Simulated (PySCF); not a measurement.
Molecule: AlH₂Cl, SMILES [AlH2][Cl], singlet.

```xyz
4

Al    -0.6135     0.0040     0.0825
Cl     1.4883    -0.1387     0.0600
H     -1.2473     1.4506     0.1064
H     -1.4355    -1.3442     0.0705
```

GIAO shifts, B3LYP/pcSseg-2, PySCF 2.14.0, at a PBE0-D3(BJ)/def2-SVP geometry (no frequency check), against TMS for ¹H and HCl for ³⁵Cl computed at the same level (Cl: the usual scale starts at aqueous chloride instead). Gas phase, fully decoupled, line heights follow the number of nuclei, widths are arbitrary (no quadrupolar broadening); values of one conformer, averaged over methyl-type rotors and exact or near symmetry.

How many ¹H lines appear, and where?

Answer. 1 signal.


| δ (ppm) | nuclei | atoms |
| --- | --- | --- |
| 5.04 | 2 | H3, H4 |

How many ³⁵Cl lines appear, and where?

Answer. 1 signal.


```csv
δ (ppm),nuclei,atoms
78.3,1,Cl2
```

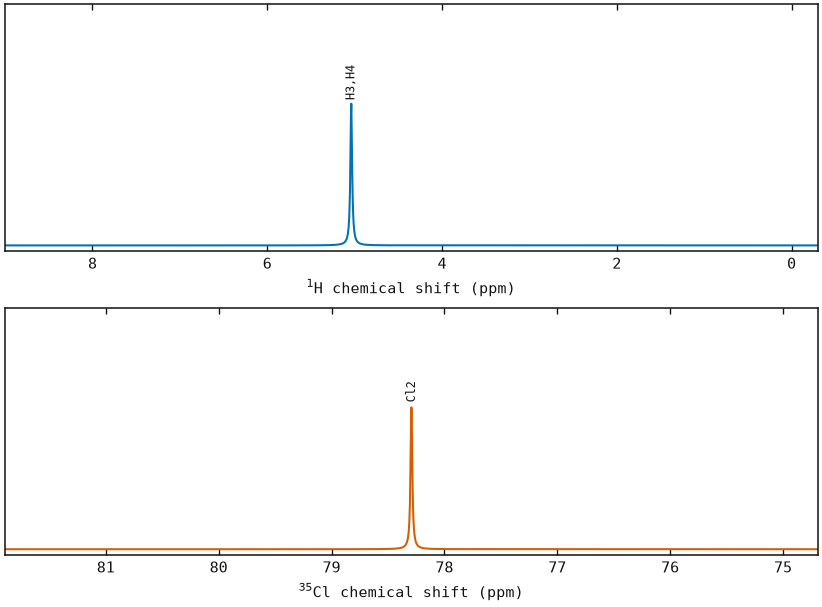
